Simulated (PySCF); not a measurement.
## Electronic structure of HCl···C2H6O (SMILES Cl.COC) in real space

The calculation's input:

```
{"job": {"kind": "inter", "xc": "wB97M-D3(BJ)", "basis": "def2-TZVPD", "pairs": false}, "charge": 0, "multiplicity": 1, "parts": [{"atoms": "0-1", "charge": 0, "multiplicity": 1}, {"atoms": "2-10", "charge": 0, "multiplicity": 1}]}
Cl     0.577713    -0.131933     0.083862
H     -0.719461    -0.429451    -0.008412
C     -2.959464     0.472234    -0.591435
O     -2.300485    -0.738320    -0.299736
C     -2.396366    -1.696555    -1.327772
H     -2.536640     0.944008    -1.494825
H     -4.036974     0.298923    -0.743747
H     -2.816086     1.140034     0.265729
H     -1.844599    -2.585135    -1.001222
H     -3.449670    -1.964994    -1.507865
H     -1.953073    -1.316899    -2.263908
```

Run with:

```sh
OMP_NUM_THREADS=1 python cluster_run.py task.json out
```

Geometry: PBE0-D3(BJ)/def2-SVPD.

These are results of PySCF, wB97M-D3(BJ)/def2-TZVPD, SCF density, gas phase, not measurements.

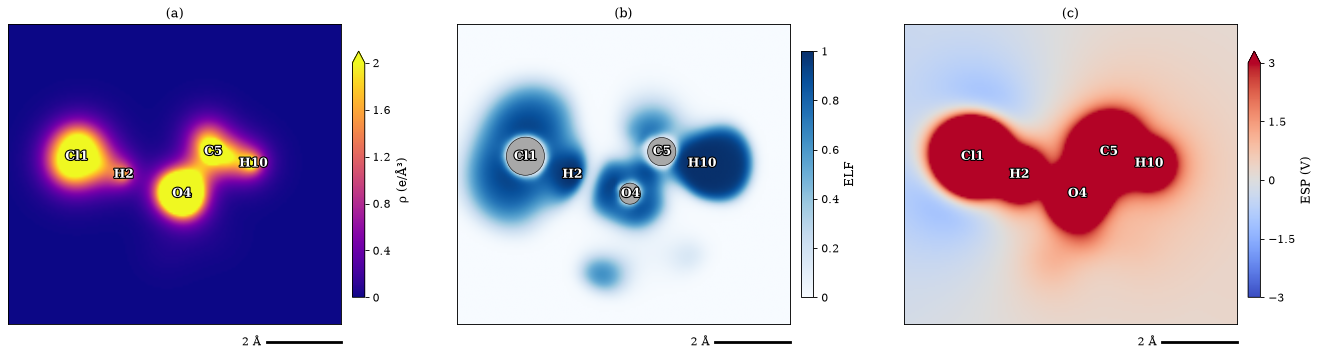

Figure 1. (a) electron density; (b) ELF; (c) electrostatic potential on the plane of atoms O4, C5 and H10. Grey discs cover the atomic cores in the ELF map.

Question: What does the map show?

Answer: The plane passes through Cl, H, O and C nuclei. O4···H2 (1.64 Å): the density falls to about 0.38 e/Å³ on the way; the ELF dips to about 0.25 between them. C–O (1.41 Å): ρ at the midpoint is about 2.1 e/Å³, with its minimum of 1.8 e/Å³ about 0.5 Å from C; the ELF peaks at about 0.90 between the atoms: a polar covalent bond. C–H (1.10 Å): ρ at the midpoint is about 2 e/Å³; the ELF climbs to about 1 towards the hydrogen, as it does in any bond to H: a covalent bond by its length. Cl–H (1.33 Å): ρ is about 1.9 e/Å³ halfway; the ELF climbs to about 1 towards the hydrogen; an ordinary covalent bond to hydrogen. The ELF also peaks beside Cl1, away from the bonds: lone-pair regions. Outside the dense part of the complex the potential is most negative (−1.0 V) near Cl1.

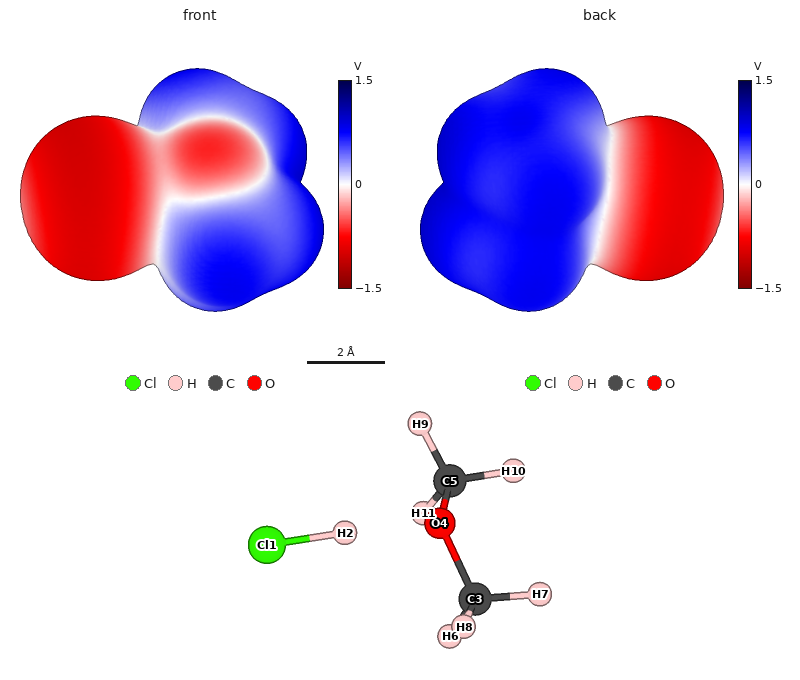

Figure 2. The molecular electrostatic potential painted on the density surface at 0.001 e/bohr³, seen from the front and from behind; the colour scale runs from red (negative) to blue (positive). The bare structure is drawn below in the same view.

Question: Which sites attract a positive test charge, and which a negative one?

Answer: A positive charge is drawn to the negative regions and a negative charge to the positive ones. The most negative region (about −1.0 V) lies over Cl1, the most positive (about +0.9 V) over H7 and H10.

Question: What dipole moment does the calculation give?

Answer: Its dipole moment is 3.82 D.

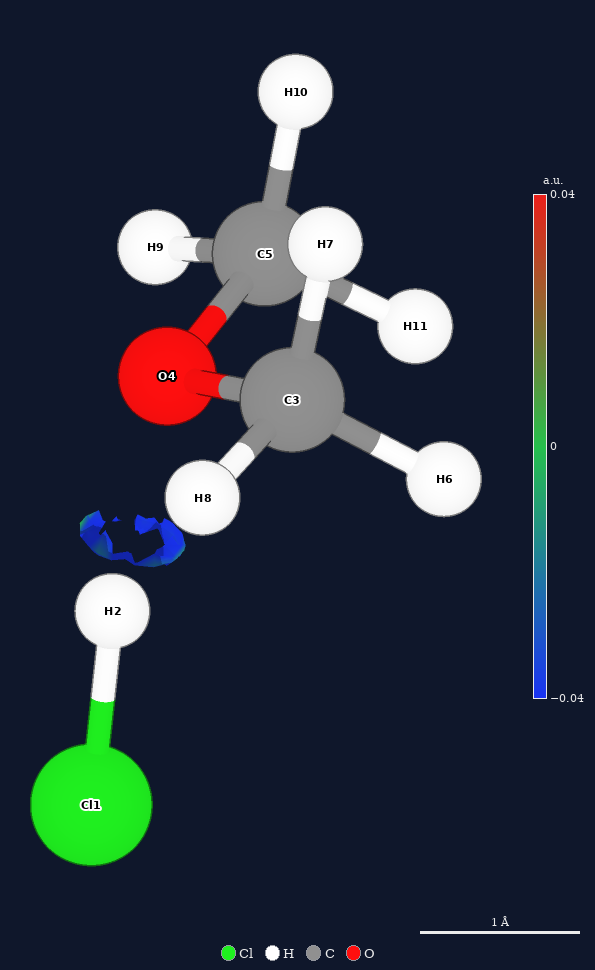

Figure 3. Non-covalent interaction (NCI) plot: the surface where the reduced density gradient is 0.5, for densities under 0.05 a.u., coloured by sign(λ₂)ρ; seen at an oblique angle.

Question: Which non-covalent interactions does the plot reveal?

Answer: H2···O4 (1.6 Å): an attractive contact (blue).
